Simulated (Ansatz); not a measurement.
# CH₂BFO: single points with varied inputs

How do the results and run time of CH₂BFO respond when the settings are drawn wide?

Method: the settings change from run to run; program: Ansatz 0.2.0, Gaussian basis.

### Step 1. The relaxed structure

The geometry comes from an earlier relaxation with PBE0-D4 in a triple-zeta def2 set; it is a stationary point.

SMILES `FB1CO1`, 6 atoms, charge 0, spin multiplicity 1.

Atoms are counted from 1 here; the program's logs count them from 0.

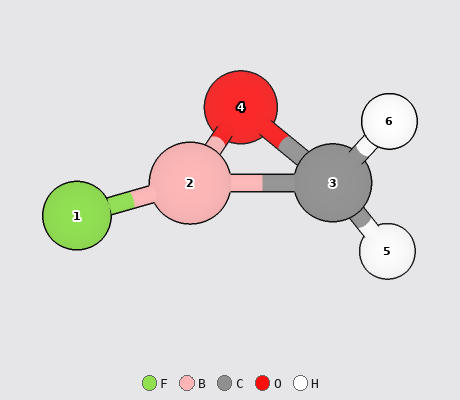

The structure; fluorine green, boron pink, carbon grey, oxygen red, hydrogen white; atoms are numbered from 1 in the order of the file.

Coordinates:

```xyz
6
charge 0, multiplicity 1
F    -0.7727   -1.9446    0.4125
B    -0.3845   -0.7557    0.0375
C     0.3960    0.5240    0.0982
O    -0.6521    0.1024   -0.9346
H     1.3833    0.6292   -0.3419
H     0.0720    1.3805    0.6822
```

### Step 2. r2SCAN50/cc-pVDZ

Set apart from the defaults: coordinates scaled by 0.92, D4 dispersion, high accuracy, the search for lower states set to full.

File in.yaml:

```yaml
crystal:
  periodic: [false, false, false]
  atoms:
    - {symbol: F, position_ang: [-0.710889, -1.789006, 0.379529]}
    - {symbol: B, position_ang: [-0.353770, -0.695243, 0.034481]}
    - {symbol: C, position_ang: [0.364324, 0.482103, 0.090333]}
    - {symbol: O, position_ang: [-0.599946, 0.094236, -0.859859]}
    - {symbol: H, position_ang: [1.272669, 0.578905, -0.314536]}
    - {symbol: H, position_ang: [0.066253, 1.270034, 0.627640]}
basis:
  gaussian: {orbitals: cc-pVDZ}
hamiltonian: {xc: {name: r2SCAN50}, dispersion: d4}
accuracy: high
scf: {lower_state_search: full}
output: {forces: true}
```

The run is started by

```bash
ansatz run in.yaml --threads 2 --pin off --events-out ev --progress --plain --max-ram 4352MiB
```

Log (excerpt; [...] marks lines left out):

```text
Functional definition: r2SCAN50
  name "r2SCAN50"
  cite "Bursch, Neugebauer, Ehlert & Grimme, J. Chem. Phys. 156, 134105 (2022) doi:10.1063/5.0086040"
  cite "Furness, Kaplan, Ning, Perdew & Sun, J. Phys. Chem. Lett. 11, 8208 (2020) doi:10.1021/acs.jpclett.0c02405"
  cite "Furness, Kaplan, Ning, Perdew & Sun, J. Phys. Chem. Lett. 11, 9248 (2020) doi:10.1021/acs.jpclett.0c03077"
  parent r2scan
[...]
1452 factors; integrals over basis functions are off by at most 3.5e-9 eV
[...]
mean field -6504.91626100 eV, -239.0512634012 hartree, gradient 1.3e-8 eV, S^2 0.000000; 0 other end points of the search recorded, 0 dependent functions left out
[...]
reference -6504.91626138 eV, -239.0512634152 hartree; 15, 15 occupied and 51, 51 virtual orbitals, 1452 factors
Total energy: -6504.93795527 eV, -239.0520606507 hartree
Atom 0 at    -0.710889    -1.789006     0.379529 Å, force    -2.205733    -6.839837     2.192984 eV/Å
Atom 1 at    -0.353770    -0.695243     0.034481 Å, force     0.849687    -1.866621     2.457242 eV/Å
Atom 2 at     0.364324     0.482103     0.090333 Å, force     1.643312     1.507429     0.998426 eV/Å
Atom 3 at    -0.599946     0.094236    -0.859859 Å, force    -3.072779     3.512072    -6.510835 eV/Å
Atom 4 at     1.272669     0.578905    -0.314536 Å, force     3.861202     0.429362    -1.496691 eV/Å
Atom 5 at     0.066253     1.270034     0.627640 Å, force    -1.075690     3.257595     2.358873 eV/Å
Dipole moment:     0.195738     0.104108     0.174266 e Å
```

It took 3 s on 2 threads of Intel Xeon Platinum 8488C, shared host.

Largest force 8.010 eV/Å, dipole 1.35 D.

### Step 3. HSE06/pcseg-2

This run has atoms shaken by 0.08 Å, a grid of angular degree 23, D3(BJ) dispersion, relativity set to scalar.

File in.yaml:

```yaml
crystal:
  periodic: [false, false, false]
  atoms:
    - {symbol: F, position_ang: [-0.676551, -1.855290, 0.351008]}
    - {symbol: B, position_ang: [-0.475702, -0.823485, -0.041390]}
    - {symbol: C, position_ang: [0.327535, 0.397278, 0.159817]}
    - {symbol: O, position_ang: [-0.591316, 0.183693, -0.968620]}
    - {symbol: H, position_ang: [1.333286, 0.603083, -0.359712]}
    - {symbol: H, position_ang: [0.166586, 1.411120, 0.625151]}
basis:
  gaussian: {orbitals: pcseg-2, final_grid: {core_spheres: 8, valence_spheres: 7, degree: 23}}
hamiltonian: {xc: {name: HSE06}, dispersion: d3bj, pseudopotentials: {relativity: scalar}}
```

The command is unchanged.

Log (excerpt; [...] marks lines left out):

```text
Functional definition: HSE06
  name "HSE06"
  cite "Heyd, Scuseria & Ernzerhof, J. Chem. Phys. 118, 8207 (2003) doi:10.1063/1.1564060"
  cite "Krukau, Vydrov, Izmaylov & Scuseria, J. Chem. Phys. 125, 224106 (2006) doi:10.1063/1.2404663"
  cite "Heyd & Scuseria, J. Chem. Phys. 120, 7274 (2004) doi:10.1063/1.1668634"
  cite "Ernzerhof & Perdew, J. Chem. Phys. 109, 3313 (1998) doi:10.1063/1.476928"
  cite "Perdew, Burke & Ernzerhof, Phys. Rev. Lett. 77, 3865 (1996) doi:10.1103/PhysRevLett.77.3865"
  parent pbe
[...]
  # The whole range is PBE's own exchange, as in plane waves. The composition of these papers is wPBEh.
[...]
751 factors; their error is unknown
64 factors; integrals over basis functions are off by at most 4.0e-7 eV
[...]
mean field -6508.69092678 eV, -239.1899798100 hartree, gradient 6.8e-5 eV, S^2 0.000000; 0 other end points of the search recorded, 0 dependent functions left out
reference -6508.69096277 eV, -239.1899811327 hartree; 15, 15 occupied and 133, 133 virtual orbitals, 751 factors
Total energy: -6508.73196180 eV, -239.1914878191 hartree
Relativity: scalar
```

Wall time 0.9 s (2 threads of Intel Xeon Platinum 8488C, shared host).

### Step 4. PBE0-DH/6-31G*

Set apart from the defaults: multiplicity 3, coordinates scaled by 0.92, a grid of angular degree 47, relativity set to none.

File in.yaml:

```yaml
crystal:
  periodic: [false, false, false]
  atoms:
    - {symbol: F, position_ang: [-0.710889, -1.789006, 0.379529]}
    - {symbol: B, position_ang: [-0.353770, -0.695243, 0.034481]}
    - {symbol: C, position_ang: [0.364324, 0.482103, 0.090333]}
    - {symbol: O, position_ang: [-0.599946, 0.094236, -0.859859]}
    - {symbol: H, position_ang: [1.272669, 0.578905, -0.314536]}
    - {symbol: H, position_ang: [0.066253, 1.270034, 0.627640]}
basis:
  gaussian: {orbitals: "6-31G*", final_grid: {core_spheres: 20, valence_spheres: 16, degree: 47}}
magnetization: {spin_polarized: true, initial_magnetization: 2}
hamiltonian: {xc: {name: PBE0-DH}, pseudopotentials: {relativity: none}}
```

Launched as before.

Log (excerpt; [...] marks lines left out):

```text
Functional definition: PBE0-DH
  name "PBE0-DH"
  cite "Brémond & Adamo, J. Chem. Phys. 135, 024106 (2011) doi:10.1063/1.3604569"
  cite "Perdew, Burke & Ernzerhof, Phys. Rev. Lett. 77, 3865 (1996) doi:10.1103/PhysRevLett.77.3865"
[...]
596 factors; integrals over basis functions are off by at most 1.2e-3 eV
[...]
mean field -6491.41634484 eV, -238.5551506329 hartree, gradient 1.9e-6 eV, S^2 2.005514; 6 other end points of the search recorded, 0 dependent functions left out
4 core orbitals not correlated: weight in the atoms' cores, before any rotation towards them, 1.000 or more for the frozen orbitals, at most 0.000 for the correlated occupied ones
reference -6491.41635512 eV, -238.5551510105 hartree; 12, 10 occupied and 48, 50 virtual orbitals, 596 factors
second order -17.65123193 eV of doubles, -0.00000000 eV of singles
Total energy: -6493.62275911 eV, -238.6362348617 hartree
```

Run time: 4.3 s. Hardware: 2 threads of Intel Xeon Platinum 8488C, shared host.

⟨S²⟩ 2.006.

### Step 5. SPW92/def2-mTZVP

This run has charge -1, multiplicity 2, restricted open-shell orbitals, atoms shaken by 0.15 Å.

File in.yaml:

```yaml
crystal:
  periodic: [false, false, false]
  atoms:
    - {symbol: F, position_ang: [-0.874674, -1.991252, 0.416387]}
    - {symbol: B, position_ang: [-0.735224, -0.681521, -0.301924]}
    - {symbol: C, position_ang: [0.362302, 0.750565, 0.291672]}
    - {symbol: O, position_ang: [-0.574533, 0.087529, -0.919857]}
    - {symbol: H, position_ang: [1.426943, 0.564193, -0.382844]}
    - {symbol: H, position_ang: [-0.005893, 1.239240, 0.706797]}
basis:
  gaussian: {orbitals: def2-mTZVP}
total_charge: -1
magnetization: {spin_polarized: false, initial_magnetization: 1}
hamiltonian: {xc: {name: SPW92}}
output: {forces: true}
```

The command is unchanged.

Log (excerpt; [...] marks lines left out):

```text
Functional definition: SPW92
  name "SPW92"
  cite "Dirac, Proc. Camb. Phil. Soc. 26, 376 (1930) doi:10.1017/S0305004100016108"
  cite "Slater, Phys. Rev. 81, 385 (1951) doi:10.1103/PhysRev.81.385"
  cite "Perdew & Wang, Phys. Rev. B 45, 13244 (1992) doi:10.1103/PhysRevB.45.13244"
[...]
741 factors; their error is unknown
[...]
mean field -6451.48917407 eV, -237.0878541707 hartree, gradient 4.2e-5 eV, S^2 0.750000; 2 other end points of the search recorded, 0 dependent functions left out
[...]
reference -6451.48920652 eV, -237.0878553632 hartree; 16, 15 occupied and 71, 72 virtual orbitals, 741 factors
Total energy: -6451.48920652 eV, -237.0878553632 hartree
Atom 0 at    -0.874674    -1.991252     0.416387 Å, force     0.134700     1.321874    -1.243881 eV/Å
Atom 1 at    -0.735224    -0.681521    -0.301924 Å, force    -5.488324   -31.714927    28.415491 eV/Å
Atom 2 at     0.362302     0.750565     0.291672 Å, force    21.886507   -27.451213   -21.261179 eV/Å
Atom 3 at    -0.574533     0.087529    -0.919857 Å, force     4.535394    31.090109   -28.447271 eV/Å
Atom 4 at     1.426943     0.564193    -0.382844 Å, force    -3.010531     1.412744     2.519448 eV/Å
Atom 5 at    -0.005893     1.239240     0.706797 Å, force   -18.057745    25.341413    20.017392 eV/Å
Dipole moment:     0.091846     0.068786    -0.060912 e Å
```

Run time: 1.1 s. Hardware: 2 threads of Intel Xeon Platinum 8488C, shared host.

Largest force 42.935 eV/Å.

### Step 6. B3LYP5/6-31++G**

Set apart from the defaults: a grid of angular degree 11, the search for lower states set to light.

File in.yaml:

```yaml
crystal:
  periodic: [false, false, false]
  atoms:
    - {symbol: F, position_ang: [-0.772706, -1.944572, 0.412531]}
    - {symbol: B, position_ang: [-0.384533, -0.755699, 0.037479]}
    - {symbol: C, position_ang: [0.396004, 0.524024, 0.098189]}
    - {symbol: O, position_ang: [-0.652115, 0.102430, -0.934629]}
    - {symbol: H, position_ang: [1.383336, 0.629245, -0.341887]}
    - {symbol: H, position_ang: [0.072014, 1.380472, 0.682218]}
basis:
  gaussian: {orbitals: "6-31++G**", final_grid: {core_spheres: 5, valence_spheres: 4, degree: 11}}
hamiltonian: {xc: {name: B3LYP5}}
scf: {lower_state_search: light}
output: {forces: true}
```

The command is unchanged.

Log (excerpt; [...] marks lines left out):

```text
Functional definition: B3LYP5
  name "B3LYP5"
  cite "Stephens, Devlin, Chabalowski & Frisch, J. Phys. Chem. 98, 11623 (1994) doi:10.1021/j100096a001"
  cite "Becke, Phys. Rev. A 38, 3098 (1988) doi:10.1103/PhysRevA.38.3098"
  cite "Lee, Yang & Parr, Phys. Rev. B 37, 785 (1988) doi:10.1103/PhysRevB.37.785"
  cite "Vosko, Wilk & Nusair, Can. J. Phys. 58, 1200 (1980) doi:10.1139/p80-159"
[...]
764 factors; integrals over basis functions are off by at most 1.1e-3 eV
[...]
mean field -6508.25368359 eV, -239.1739114193 hartree, gradient 5.5e-5 eV, S^2 0.000000; 0 other end points of the search recorded, 0 dependent functions left out
[...]
reference -6508.25391569 eV, -239.1739199487 hartree; 15, 15 occupied and 73, 73 virtual orbitals, 764 factors
Total energy: -6508.25391569 eV, -239.1739199487 hartree
Atom 0 at    -0.772706    -1.944572     0.412531 Å, force    -0.187789    -0.653222     0.238712 eV/Å
Atom 1 at    -0.384533    -0.755699     0.037479 Å, force     0.058211     0.265294    -0.120069 eV/Å
Atom 2 at     0.396004     0.524024     0.098189 Å, force     0.350212     0.176959     0.318625 eV/Å
Atom 3 at    -0.652115     0.102430    -0.934629 Å, force    -0.328588     0.033925    -0.445629 eV/Å
Atom 4 at     1.383336     0.629245    -0.341887 Å, force     0.108584     0.057238    -0.038466 eV/Å
Atom 5 at     0.072014     1.380472     0.682218 Å, force    -0.000631     0.119805     0.046827 eV/Å
Dipole moment:     0.257095     0.155323     0.215263 e Å
```

Run time: 0.7 s. Hardware: 2 threads of Intel Xeon Platinum 8488C, shared host.

Largest force 0.720 eV/Å, dipole 1.77 D.

### Step 7. wB97X/def2-TZVP

Changes to in.yaml since step 6:

```diff
@@ -10,5 +10,4 @@
 basis:
-  gaussian: {orbitals: "6-31++G**", final_grid: {core_spheres: 5, valence_spheres: 4, degree: 11}}
-hamiltonian: {xc: {name: B3LYP5}}
-scf: {lower_state_search: light}
+  gaussian: {orbitals: def2-TZVP}
+hamiltonian: {xc: {name: wB97X}}
 output: {forces: true}
```

The command is unchanged.

Log (excerpt; [...] marks lines left out):

```text
Functional definition: wB97X
  name "wB97X"
  cite "Chai & Head-Gordon, J. Chem. Phys. 128, 084106 (2008) doi:10.1063/1.2834918"
  cite "Becke, J. Chem. Phys. 107, 8554 (1997) doi:10.1063/1.475007"
[...]
  # The coefficients of nought are those of the uniform gas.
[...]
      + exact_x_lr(omega)
[...]
      + integral(e_c_pw_opposite_spin*poly(b97_u_opposite, 1, cos1, cos2, cos3, cos4))
744 factors; their error is unknown
181 factors; integrals over basis functions are off by at most 1.0e-5 eV
[...]
mean field -6512.02538826 eV, -239.3125190092 hartree, gradient 4.5e-5 eV, S^2 0.000000; 0 other end points of the search recorded, 0 dependent functions left out
[...]
reference -6512.02536004 eV, -239.3125179722 hartree; 15, 15 occupied and 121, 121 virtual orbitals, 744 factors
Total energy: -6512.02536004 eV, -239.3125179722 hartree
Atom 0 at    -0.772706    -1.944572     0.412531 Å, force    -0.069471    -0.241347     0.088084 eV/Å
Atom 1 at    -0.384533    -0.755699     0.037479 Å, force     0.059388     0.163787    -0.044102 eV/Å
Atom 2 at     0.396004     0.524024     0.098189 Å, force    -0.013495     0.034850    -0.042843 eV/Å
Atom 3 at    -0.652115     0.102430    -0.934629 Å, force     0.048730     0.076485     0.006291 eV/Å
Atom 4 at     1.383336     0.629245    -0.341887 Å, force    -0.035067    -0.004002     0.013850 eV/Å
Atom 5 at     0.072014     1.380472     0.682218 Å, force     0.009916    -0.029772    -0.021280 eV/Å
Dipole moment:     0.244316     0.147991     0.204278 e Å
```

Run time: 2.9 s. Hardware: 2 threads of Intel Xeon Platinum 8488C, shared host.

Largest force 0.266 eV/Å, dipole 1.69 D.

### Step 8. B3LYP5/aug-cc-pVTZ

Set apart from the defaults: charge +1, multiplicity 2, atoms shaken by 0.03 Å.

File in.yaml:

```yaml
crystal:
  periodic: [false, false, false]
  atoms:
    - {symbol: F, position_ang: [-0.839360, -1.924871, 0.477600]}
    - {symbol: B, position_ang: [-0.402307, -0.748925, 0.026017]}
    - {symbol: C, position_ang: [0.374660, 0.541262, 0.118727]}
    - {symbol: O, position_ang: [-0.614173, 0.074875, -0.933780]}
    - {symbol: H, position_ang: [1.376875, 0.602886, -0.393199]}
    - {symbol: H, position_ang: [0.085227, 1.353453, 0.717929]}
basis:
  gaussian: {orbitals: aug-cc-pVTZ}
total_charge: 1
magnetization: {spin_polarized: true, initial_magnetization: 1}
hamiltonian: {xc: {name: B3LYP5}}
```

The command is unchanged.

Log (excerpt; [...] marks lines left out):

```text
Functional definition: B3LYP5
  name "B3LYP5"
  cite "Stephens, Devlin, Chabalowski & Frisch, J. Phys. Chem. 98, 11623 (1994) doi:10.1021/j100096a001"
  cite "Becke, Phys. Rev. A 38, 3098 (1988) doi:10.1103/PhysRevA.38.3098"
  cite "Lee, Yang & Parr, Phys. Rev. B 37, 785 (1988) doi:10.1103/PhysRevB.37.785"
  cite "Vosko, Wilk & Nusair, Can. J. Phys. 58, 1200 (1980) doi:10.1139/p80-159"
[...]
985 factors; their error is unknown
[...]
mean field -6499.23814730 eV, -238.8425965716 hartree, gradient 1.9e-5 eV, S^2 0.754003; 2 other end points of the search recorded, 0 dependent functions left out
reference -6499.23836447 eV, -238.8426045521 hartree; 15, 14 occupied and 215, 216 virtual orbitals, 985 factors
Total energy: -6499.23836447 eV, -238.8426045521 hartree
```

Wall time 6.5 s (2 threads of Intel Xeon Platinum 8488C, shared host); peak memory 0.56 GiB.

⟨S²⟩ 0.754.

### Step 9. rPW86-PBE/pcseg-2

Set apart from the defaults: the search for lower states set to light.

File in.yaml:

```yaml
crystal:
  periodic: [false, false, false]
  atoms:
    - {symbol: F, position_ang: [-0.772706, -1.944572, 0.412531]}
    - {symbol: B, position_ang: [-0.384533, -0.755699, 0.037479]}
    - {symbol: C, position_ang: [0.396004, 0.524024, 0.098189]}
    - {symbol: O, position_ang: [-0.652115, 0.102430, -0.934629]}
    - {symbol: H, position_ang: [1.383336, 0.629245, -0.341887]}
    - {symbol: H, position_ang: [0.072014, 1.380472, 0.682218]}
basis:
  gaussian: {orbitals: pcseg-2}
hamiltonian: {xc: {name: rPW86-PBE}}
scf: {lower_state_search: light}
output: {forces: true}
```

The command is unchanged.

Log (excerpt; [...] marks lines left out):

```text
Functional definition: rPW86-PBE
  name "rPW86-PBE"
  cite "Murray, Lee & Langreth, J. Chem. Theory Comput. 5, 2754 (2009) doi:10.1021/ct900365q"
  cite "Perdew, Burke & Ernzerhof, Phys. Rev. Lett. 77, 3865 (1996) doi:10.1103/PhysRevLett.77.3865"
  parent pbe
[...]
751 factors; their error is unknown
[...]
mean field -6525.90417855 eV, -239.8225551449 hartree, gradient 2.1e-5 eV, S^2 0.000000; 0 other end points of the search recorded, 0 dependent functions left out
[...]
reference -6525.90427656 eV, -239.8225587467 hartree; 15, 15 occupied and 133, 133 virtual orbitals, 751 factors
Total energy: -6525.90427656 eV, -239.8225587467 hartree
Atom 0 at    -0.772706    -1.944572     0.412531 Å, force    -0.224733    -0.692252     0.220038 eV/Å
Atom 1 at    -0.384533    -0.755699     0.037479 Å, force     0.238533     0.149107     0.196055 eV/Å
Atom 2 at     0.396004     0.524024     0.098189 Å, force     0.533477     0.246217     0.502484 eV/Å
Atom 3 at    -0.652115     0.102430    -0.934629 Å, force    -0.651760     0.156985    -0.949708 eV/Å
Atom 4 at     1.383336     0.629245    -0.341887 Å, force     0.098699     0.043358    -0.020716 eV/Å
Atom 5 at     0.072014     1.380472     0.682218 Å, force     0.005785     0.096586     0.051847 eV/Å
Dipole moment:     0.223968     0.140870     0.183447 e Å
```

Wall time 2.4 s (2 threads of Intel Xeon Platinum 8488C, shared host).

Largest force 1.162 eV/Å, dipole 1.55 D.

### Step 10. wB97M-V/6-31G

Changes to in.yaml since step 9:

```diff
@@ -10,5 +10,4 @@
 basis:
-  gaussian: {orbitals: pcseg-2}
-hamiltonian: {xc: {name: rPW86-PBE}}
-scf: {lower_state_search: light}
+  gaussian: {orbitals: 6-31G}
+hamiltonian: {xc: {name: wB97M-V}}
 output: {forces: true}
```

Launched as before.

Log (excerpt; [...] marks lines left out):

```text
Functional definition: wB97M-V
  name "wB97M-V"
  cite "Mardirossian & Head-Gordon, J. Chem. Phys. 144, 214110 (2016) doi:10.1063/1.4952647"
  cite "Becke, J. Chem. Phys. 107, 8554 (1997) doi:10.1063/1.475007"
  cite "Vydrov & Van Voorhis, J. Chem. Phys. 133, 244103 (2010) doi:10.1063/1.3521275"
  # Of w^i u^j: cxij and so on, Table III.
[...]
  gx(w, u) = 1 - cx + cx01*u + cx10*w
  gss(w, u) = css00 + css04*u^4 + css10*w + css20*w^2 + css43*w^4*u^3
  gos(w, u) = cos00 + cos10*w + (cos20 + cos21*u)*w^2 + (cos60 + cos61*u)*w^6
[...]
      + integral(e_c_pw_mod_opposite_spin*gos(b97_w_opposite, b97_u_opposite)) + vv10(b, c)
467 factors; integrals over basis functions are off by at most 2.0e-4 eV
179 factors; integrals over basis functions are off by at most 4.3e-6 eV
[...]
mean field -6506.58988823 eV, -239.1127680673 hartree, gradient 6.2e-6 eV, S^2 0.000000; 0 other end points of the search recorded, 0 dependent functions left out
[...]
reference -6506.58991000 eV, -239.1127688673 hartree; 15, 15 occupied and 25, 25 virtual orbitals, 467 factors
Total energy: -6506.58991000 eV, -239.1127688673 hartree
Atom 0 at    -0.772706    -1.944572     0.412531 Å, force    -0.504779    -1.699335     0.600190 eV/Å
Atom 1 at    -0.384533    -0.755699     0.037479 Å, force     0.503340     0.352443     0.385974 eV/Å
Atom 2 at     0.396004     0.524024     0.098189 Å, force     1.116639     0.800717     0.842447 eV/Å
Atom 3 at    -0.652115     0.102430    -0.934629 Å, force    -1.196531     0.541073    -1.929012 eV/Å
Atom 4 at     1.383336     0.629245    -0.341887 Å, force     0.019302     0.014789     0.066884 eV/Å
Atom 5 at     0.072014     1.380472     0.682218 Å, force     0.062030    -0.009688     0.033515 eV/Å
Dipole moment:     0.288773     0.168663     0.246040 e Å
```

Wall time 1.4 s (2 threads of Intel Xeon Platinum 8488C, shared host).

Largest force 2.334 eV/Å, dipole 1.99 D.

### Step 11. The runs in one table

```
             level  charge  multiplicity  geometry  functions  energy (eV)   time
  r2SCAN50/cc-pVDZ       0             1    scaled         66    -6504.938    3 s
     HSE06/pcseg-2       0             1    shaken        148    -6508.732  0.9 s
    PBE0-DH/6-31G*       0             3    scaled         64    -6493.623  4.3 s
  SPW92/def2-mTZVP      -1             2    shaken         87    -6451.489  1.1 s
  B3LYP5/6-31++G**       0             1   relaxed         88    -6508.254  0.7 s
   wB97X/def2-TZVP       0             1   relaxed        136    -6512.025  2.9 s
B3LYP5/aug-cc-pVTZ       1             2    shaken        230    -6499.238  6.5 s
 rPW86-PBE/pcseg-2       0             1   relaxed        148    -6525.904  2.4 s
     wB97M-V/6-31G       0             1   relaxed         40    -6506.590  1.4 s
```

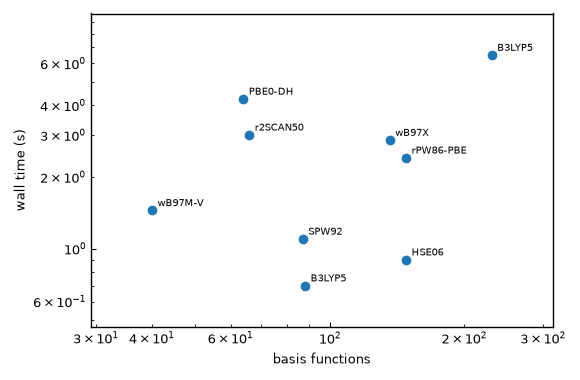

Wall time against the number of basis functions (shared host).

### Step 12. What came out

| quantity | value |
| --- | --- |
| runs | 9 |
| quickest | B3LYP5/6-31++G**, 0.7 s |
| slowest | B3LYP5/aug-cc-pVTZ, 6.5 s |
| spread of total energies, same state and geometry | 19.3 eV |
| dipole, same state and geometry | 1.55 to 1.99 D |

In words: B3LYP5/aug-cc-pVTZ took 9 times as long as B3LYP5/6-31++G**. The jobs differ in tasks and options as well as level. Total energies at one charge and spin differ by 19 eV between levels, so only differences within one level mean anything. At the PBE0-D4/def2-TZVP geometry and in the same state, runs without warnings or point charges leave forces up to 2.33 eV/Å (wB97M-V/6-31G), against 8.0 eV/Å where the atoms were moved. At that geometry and state the dipole changes by 29 % between the lowest and highest value.
